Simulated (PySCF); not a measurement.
# Eu³³⁺, Eu³⁴⁺: ionisation energy in even-tempered 19s13p8d4f4g, part 2 of 2

Aim: the ionisation energy of europium from differences of total energies, at each level of theory, and how far each lands from the tabulated value where there is one.

PySCF 2.14.0; even-tempered 19s13p8d4f4g, scalar relativity by spin-free X2C-1e. The scripts are equivalent inputs of a driver's runs.

## 3. Eu³⁴⁺, method by method

Level: UHF.

input.py

```python
from pyscf import gto, scf, dft, mp, cc
mol = gto.M(atom="Eu 0 0 0", charge=34, spin=1, symmetry="D2h",
            basis=gto.etbs([(0, 19, 3, 2.5), (1, 13, 3.9, 2.5), (2, 8, 6.9, 2.5), (3, 4, 18, 2.7), (4, 4, 28, 2.7)]),
            nucmod="G")
mf = scf.UHF(mol).sfx2c1e()
mf.irrep_nelec = {'Ag': (6, 5), 'B1g': (1, 1), 'B2g': (1, 1), 'B3g': (1, 1), 'B1u': (2, 2), 'B2u': (2, 2), 'B3u': (2, 2)}
mf.kernel()
```

Standard output:

```text
damping factor = 0
level_shift factor = 0
DIIS = <class 'pyscf.scf.diis.CDIIS'>
diis_start_cycle = 1
diis_space = 10
diis_damp = 0
SCF conv_tol = 1e-09
SCF conv_tol_grad = None
number electrons alpha = 15  beta = 14
cycle= 1 E= -10184.4001908146  delta_E= -1.82e-12  |g|= 6.04e-07  |ddm|= 3.31e-07
converged SCF energy = -10184.4001908146  <S^2> = 0.75000561  2S+1 = 2.0000056
```

Time after the integrals: 4 s (2 threads of Neoverse-V1, shared host).

The occupied shells:

| shell | electrons | mean orbital energy (eV) | spread (eV) | rms radius (bohr) |
| --- | --- | --- | --- | --- |
| 1s α | 1 | -50135.4 | 0 | 0.0254 |
| 1s β | 1 | -50132.6 | 0 | 0.0254 |
| 2s α | 1 | -9468.8 | 0 | 0.103 |
| 2s β | 1 | -9465.9 | 0 | 0.103 |
| 2p α | 3 | -8590.8 | 0 | 0.0921 |
| 2p β | 3 | -8589.7 | 0 | 0.0921 |
| 3s α | 1 | -3106.3 | 0 | 0.261 |
| 3s β | 1 | -3101.6 | 0 | 0.261 |
| 3p α | 3 | -2823.6 | 0 | 0.260 |
| 3p β | 3 | -2821.5 | 0 | 0.260 |
| 3d α | 5 | -2453.2 | 0 | 0.237 |
| 3d β | 5 | -2452.0 | 0 | 0.237 |
| 4s α | 1 | -1452.1 | 0 | 0.534 |

⟨S²⟩ = 0.750, ⟨L²⟩ = 0.00.

The p, d and f levels are scalar averages; spin-orbit coupling splits them strongly at this Z.

Level: LDA.

input.py differs from the last one in:

```diff
@@ -4,3 +4,3 @@
             nucmod="G")
-mf = scf.UHF(mol).sfx2c1e()
+mf = dft.UKS(mol, xc="LDA,VWN").sfx2c1e()
 mf.irrep_nelec = {'Ag': (6, 5), 'B1g': (1, 1), 'B2g': (1, 1), 'B3g': (1, 1), 'B1u': (2, 2), 'B2u': (2, 2), 'B3u': (2, 2)}
```

Standard output:

```text
damping factor = 0
level_shift factor = 0
DIIS = <class 'pyscf.scf.diis.CDIIS'>
diis_start_cycle = 1
diis_space = 10
diis_damp = 0
SCF conv_tol = 1e-09
SCF conv_tol_grad = None
number electrons alpha = 15  beta = 14
XC functionals = LDA,VWN
    P. A. M. Dirac.,  Math. Proc. Cambridge Philos. Soc. 26, 376 (1930)
    F. Bloch.,  Z. Phys. 57, 545 (1929)
    S. H. Vosko, L. Wilk, and M. Nusair.,  Can. J. Phys. 58, 1200 (1980)
cycle= 1 E= -10177.4116025713  delta_E= -0.0274  |g|= 0.0795  |ddm|= 0.123
cycle= 2 E= -10177.4116337527  delta_E= -3.12e-05  |g|= 0.0156  |ddm|= 0.00684
cycle= 3 E= -10177.4116358907  delta_E= -2.14e-06  |g|= 0.00129  |ddm|= 0.000847
cycle= 4 E= -10177.4116359063  delta_E= -1.55e-08  |g|= 5.44e-06  |ddm|= 6.02e-05
cycle= 5 E= -10177.4116359063  delta_E=    0  |g|= 1.59e-07  |ddm|= 3.02e-07
converged SCF energy = -10177.4116359063  <S^2> = 0.75000826  2S+1 = 2.0000083
```

It took 1.1 s on 2 threads of Neoverse-V1, shared host, the integrals not counted.

Level: PBE.

input.py differs from the last one in:

```diff
@@ -4,3 +4,3 @@
             nucmod="G")
-mf = dft.UKS(mol, xc="LDA,VWN").sfx2c1e()
+mf = dft.UKS(mol, xc="PBE").sfx2c1e()
 mf.irrep_nelec = {'Ag': (6, 5), 'B1g': (1, 1), 'B2g': (1, 1), 'B3g': (1, 1), 'B1u': (2, 2), 'B2u': (2, 2), 'B3u': (2, 2)}
```

Standard output:

```text
damping factor = 0
level_shift factor = 0
DIIS = <class 'pyscf.scf.diis.CDIIS'>
diis_start_cycle = 1
diis_space = 10
diis_damp = 0
SCF conv_tol = 1e-09
SCF conv_tol_grad = None
number electrons alpha = 15  beta = 14
XC functionals = PBE
    J. P. Perdew, K. Burke, and M. Ernzerhof.,  Phys. Rev. Lett. 77, 3865 (1996)
    J. P. Perdew, K. Burke, and M. Ernzerhof.,  Phys. Rev. Lett. 78, 1396 (1997)
    J. P. Perdew, K. Burke, and M. Ernzerhof.,  Phys. Rev. Lett. 77, 3865 (1996)
    J. P. Perdew, K. Burke, and M. Ernzerhof.,  Phys. Rev. Lett. 78, 1396 (1997)
cycle= 1 E= -10185.717444489  delta_E= -0.0175  |g|= 0.0203  |ddm|= 0.106
cycle= 2 E= -10185.7174484215  delta_E= -3.93e-06  |g|= 0.00442  |ddm|= 0.00289
cycle= 3 E= -10185.7174486282  delta_E= -2.07e-07  |g|= 0.000481  |ddm|= 0.000298
cycle= 4 E= -10185.71744863  delta_E= -1.79e-09  |g|= 7.06e-06  |ddm|= 1.78e-05
cycle= 5 E= -10185.71744863  delta_E= 7.28e-12  |g|= 6.64e-08  |ddm|= 4.62e-07
converged SCF energy = -10185.71744863  <S^2> = 0.75000537  2S+1 = 2.0000054
```

It took 1.4 s on 2 threads of Neoverse-V1, shared host, the integrals not counted.

Level: PBE0.

input.py differs from the last one in:

```diff
@@ -4,3 +4,3 @@
             nucmod="G")
-mf = dft.UKS(mol, xc="PBE").sfx2c1e()
+mf = dft.UKS(mol, xc="PBE0").sfx2c1e()
 mf.irrep_nelec = {'Ag': (6, 5), 'B1g': (1, 1), 'B2g': (1, 1), 'B3g': (1, 1), 'B1u': (2, 2), 'B2u': (2, 2), 'B3u': (2, 2)}
```

Standard output:

```text
damping factor = 0
level_shift factor = 0
DIIS = <class 'pyscf.scf.diis.CDIIS'>
diis_start_cycle = 1
diis_space = 10
diis_damp = 0
SCF conv_tol = 1e-09
SCF conv_tol_grad = None
number electrons alpha = 15  beta = 14
XC functionals = PBE0
    C. Adamo and V. Barone.,  J. Chem. Phys. 110, 6158 (1999)
    M. Ernzerhof and G. E. Scuseria.,  J. Chem. Phys. 110, 5029 (1999)
cycle= 1 E= -10185.7954362695  delta_E= -0.00964  |g|= 0.0161  |ddm|= 0.0828
cycle= 2 E= -10185.7954380416  delta_E= -1.77e-06  |g|= 0.00226  |ddm|= 0.00317
cycle= 3 E= -10185.7954380934  delta_E= -5.18e-08  |g|= 0.000399  |ddm|= 0.000125
cycle= 4 E= -10185.7954380948  delta_E= -1.37e-09  |g|= 4.96e-06  |ddm|= 2.04e-05
cycle= 5 E= -10185.7954380948  delta_E= -5.46e-12  |g|= 6.02e-08  |ddm|= 4.34e-07
converged SCF energy = -10185.7954380948  <S^2> = 0.75000456  2S+1 = 2.0000046
```

It took 3.9 s on 2 threads of Neoverse-V1, shared host, the integrals not counted.

Level: r2SCAN.

input.py differs from the last one in:

```diff
@@ -4,3 +4,3 @@
             nucmod="G")
-mf = dft.UKS(mol, xc="PBE0").sfx2c1e()
+mf = dft.UKS(mol, xc="R2SCAN").sfx2c1e()
 mf.irrep_nelec = {'Ag': (6, 5), 'B1g': (1, 1), 'B2g': (1, 1), 'B3g': (1, 1), 'B1u': (2, 2), 'B2u': (2, 2), 'B3u': (2, 2)}
```

Standard output:

```text
damping factor = 0
level_shift factor = 0
DIIS = <class 'pyscf.scf.diis.CDIIS'>
diis_start_cycle = 1
diis_space = 10
diis_damp = 0
SCF conv_tol = 1e-09
SCF conv_tol_grad = None
number electrons alpha = 15  beta = 14
XC functionals = R2SCAN
    J. W. Furness, A. D. Kaplan, J. Ning, J. P. Perdew, and J. Sun.,  J. Phys. Chem. Lett. 11, 8208-8215 (2020)
    J. W. Furness, A. D. Kaplan, J. Ning, J. P. Perdew, and J. Sun.,  J. Phys. Chem. Lett. 11, 9248-9248 (2020)
    J. W. Furness, A. D. Kaplan, J. Ning, J. P. Perdew, and J. Sun.,  J. Phys. Chem. Lett. 11, 8208-8215 (2020)
    J. W. Furness, A. D. Kaplan, J. Ning, J. P. Perdew, and J. Sun.,  J. Phys. Chem. Lett. 11, 9248-9248 (2020)
cycle= 1 E= -10186.2061894179  delta_E= -0.00886  |g|= 0.0217  |ddm|= 0.0465
cycle= 2 E= -10186.2061931002  delta_E= -3.68e-06  |g|= 0.00418  |ddm|= 0.00405
cycle= 3 E= -10186.2061932769  delta_E= -1.77e-07  |g|= 0.000472  |ddm|= 0.000193
cycle= 4 E= -10186.2061932787  delta_E= -1.75e-09  |g|= 5.24e-06  |ddm|= 2.91e-05
cycle= 5 E= -10186.2061932787  delta_E= 7.28e-12  |g|= 5.94e-08  |ddm|= 1.25e-06
converged SCF energy = -10186.2061932787  <S^2> = 0.75001716  2S+1 = 2.0000172
```

Time after the integrals: 3.7 s (2 threads of Neoverse-V1, shared host).

Level: revPBE.

input.py differs from the last one in:

```diff
@@ -4,3 +4,3 @@
             nucmod="G")
-mf = dft.UKS(mol, xc="R2SCAN").sfx2c1e()
+mf = dft.UKS(mol, xc="PBE_R,PBE").sfx2c1e()
 mf.irrep_nelec = {'Ag': (6, 5), 'B1g': (1, 1), 'B2g': (1, 1), 'B3g': (1, 1), 'B1u': (2, 2), 'B2u': (2, 2), 'B3u': (2, 2)}
```

Standard output:

```text
damping factor = 0
level_shift factor = 0
DIIS = <class 'pyscf.scf.diis.CDIIS'>
diis_start_cycle = 1
diis_space = 10
diis_damp = 0
SCF conv_tol = 1e-09
SCF conv_tol_grad = None
number electrons alpha = 15  beta = 14
XC functionals = PBE_R,PBE
    Y. Zhang and W. Yang.,  Phys. Rev. Lett. 80, 890 (1998)
    J. P. Perdew, K. Burke, and M. Ernzerhof.,  Phys. Rev. Lett. 77, 3865 (1996)
    J. P. Perdew, K. Burke, and M. Ernzerhof.,  Phys. Rev. Lett. 78, 1396 (1997)
cycle= 1 E= -10186.1878365748  delta_E= -0.0168  |g|= 0.0193  |ddm|= 0.109
cycle= 2 E= -10186.1878392363  delta_E= -2.66e-06  |g|= 0.00352  |ddm|= 0.0027
cycle= 3 E= -10186.1878393666  delta_E= -1.3e-07  |g|= 0.000534  |ddm|= 0.000251
cycle= 4 E= -10186.1878393691  delta_E= -2.43e-09  |g|= 7.26e-06  |ddm|= 2.33e-05
cycle= 5 E= -10186.1878393691  delta_E=    0  |g|= 6.73e-08  |ddm|= 5.35e-07
converged SCF energy = -10186.1878393691  <S^2> = 0.75000596  2S+1 = 2.000006
```

It took 1.4 s on 2 threads of Neoverse-V1, shared host, the integrals not counted.

Level: r2SCANh.

input.py differs from the last one in:

```diff
@@ -4,3 +4,3 @@
             nucmod="G")
-mf = dft.UKS(mol, xc="PBE_R,PBE").sfx2c1e()
+mf = dft.UKS(mol, xc="HYB_MGGA_XC_R2SCANH").sfx2c1e()
 mf.irrep_nelec = {'Ag': (6, 5), 'B1g': (1, 1), 'B2g': (1, 1), 'B3g': (1, 1), 'B1u': (2, 2), 'B2u': (2, 2), 'B3u': (2, 2)}
```

Standard output:

```text
damping factor = 0
level_shift factor = 0
DIIS = <class 'pyscf.scf.diis.CDIIS'>
diis_start_cycle = 1
diis_space = 10
diis_damp = 0
SCF conv_tol = 1e-09
SCF conv_tol_grad = None
number electrons alpha = 15  beta = 14
XC functionals = HYB_MGGA_XC_R2SCANH
    M. Bursch, H. Neugebauer, S. Ehlert, and S. Grimme.,  J. Chem. Phys. 156, 134105 (2022)
cycle= 1 E= -10186.1900788433  delta_E= -0.00719  |g|= 0.0191  |ddm|= 0.0433
cycle= 2 E= -10186.1900816022  delta_E= -2.76e-06  |g|= 0.00335  |ddm|= 0.00373
cycle= 3 E= -10186.1900817146  delta_E= -1.12e-07  |g|= 0.00042  |ddm|= 0.000144
cycle= 4 E= -10186.190081716  delta_E= -1.41e-09  |g|= 4.61e-06  |ddm|= 2.76e-05
cycle= 5 E= -10186.190081716  delta_E= -7.28e-12  |g|= 7.01e-08  |ddm|= 1.26e-06
converged SCF energy = -10186.190081716  <S^2> = 0.75001526  2S+1 = 2.0000153
```

It took 6.1 s on 2 threads of Neoverse-V1, shared host, the integrals not counted.

Level: MP2 (outer shells).

input.py differs from the last one in:

```diff
@@ -4,4 +4,5 @@
             nucmod="G")
-mf = dft.UKS(mol, xc="HYB_MGGA_XC_R2SCANH").sfx2c1e()
+mf = scf.UHF(mol).sfx2c1e()
 mf.irrep_nelec = {'Ag': (6, 5), 'B1g': (1, 1), 'B2g': (1, 1), 'B3g': (1, 1), 'B1u': (2, 2), 'B2u': (2, 2), 'B3u': (2, 2)}
 mf.kernel()
+mp.UMP2(mf, frozen=5).kernel()
```

This step left no log, only its results.

It took 3.4 s on 2 threads of Neoverse-V1, shared host, the integrals not counted.

With 19 electrons correlated, the MP2 correlation energy is -0.85883 hartree (-0.29424 same spin, -0.56459 opposite spin); the SCS form gives -0.77559. Largest pairs of shells: 3d-3d -0.4171, 3p-3d -0.2285, 3p-3p -0.0638, 3s-3d -0.0518, 3d-4s -0.0483.

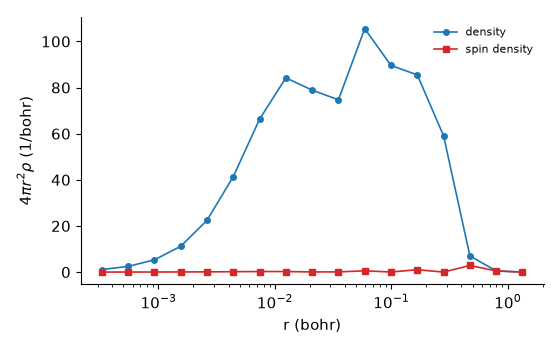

Radial density 4πr²ρ of Eu³⁴⁺ at UHF, without picture-change correction, at 17 stored radii joined by straight lines.

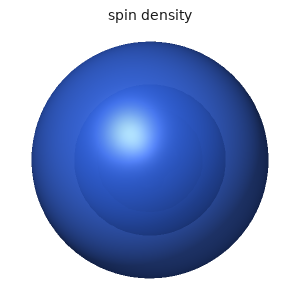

Spin density of Eu³⁴⁺ at PBE0: surfaces at ±4.3 e/Å³ (blue: excess of up spin, orange: of down spin); z points up.

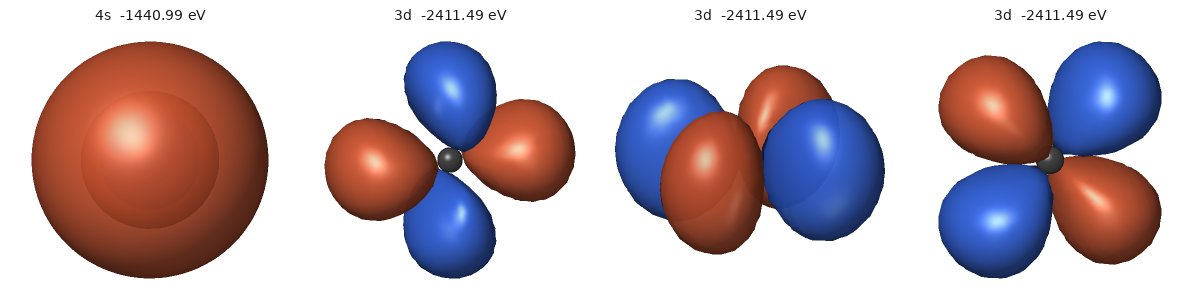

The highest occupied up-spin orbitals of Eu³⁴⁺ at PBE0, each at the surface that holds about 70 % of its density; the colours give the sign, and each panel has its own scale.

## 4. How the shells move

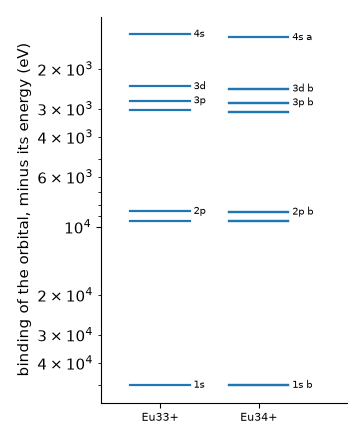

Hartree-Fock orbital energies of the states on a logarithmic scale (a, b: spin up and down; * marks an excited configuration).

## 5. Differences of total energies

Ionisation energy: Eu³³⁺ [Ar] 3d10 4s2 (1S) → Eu³⁴⁺ [Ar] 3d10 4s1 (2S).

| method | value (eV) | less the reference (eV) | CPU time, both states (s) |
| --- | --- | --- | --- |
| UHF | 1403.8 | -2.2 | 29 |
| LDA | 1410.5 | +4.5 | 4.3 |
| PBE | 1410.7 | +4.7 | 5.5 |
| PBE0 | 1409.2 | +3.2 | 15 |
| r2SCAN | 1406.3 | +0.3 | 14 |
| revPBE | 1410.0 | +4.0 | 5.4 |
| r2SCANh | 1406.2 | +0.2 | 24 |
| MP2 (outer shells) | 1406.7 | +0.7 | 43 |
| SCS-MP2 (outer shells) | 1406.7 | +0.7 | 43 |

Reference: 1406 ± 5 eV (theoretical estimate listed by NIST; NIST Atomic Spectra Database, ionization energies). For this ion Breit and QED terms and the two-electron picture change, all absent here, are large against electron correlation.

Times are CPU seconds on a shared host without the integrals; correlated rows include their Hartree-Fock run, whose time holds the symmetry-adapted start and any spin-orbit constants, while functionals begin from orbitals already made.

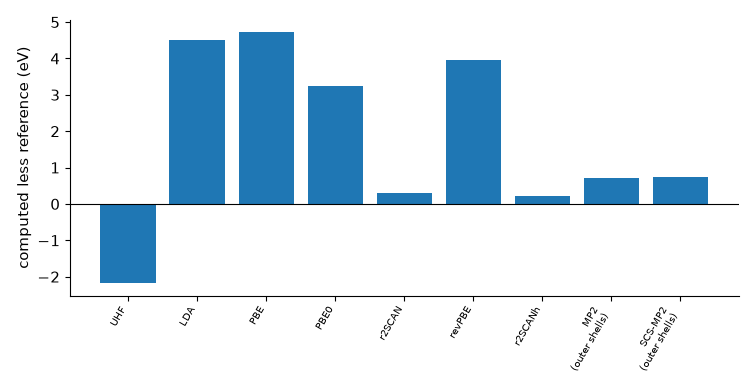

Computed less reference values by method, where the reference is not like for like or is itself uncertain.

## 6. What came out

This closing draws on all 2 parts.

```
                quantity                                                         value
ionisation energy, Eu³³⁺  UHF 1403.8, MP2 (outer shells) 1406.7 eV; reference 1406 ± 5
```

In words: The methods span 6.895 eV, from UHF (1403.8) to PBE (1410.7). The reference is uncertain or not like for like (spin-orbit coupling or other relativistic terms), so no ranking of close methods is drawn. The basis is finite, and no extrapolation was made.
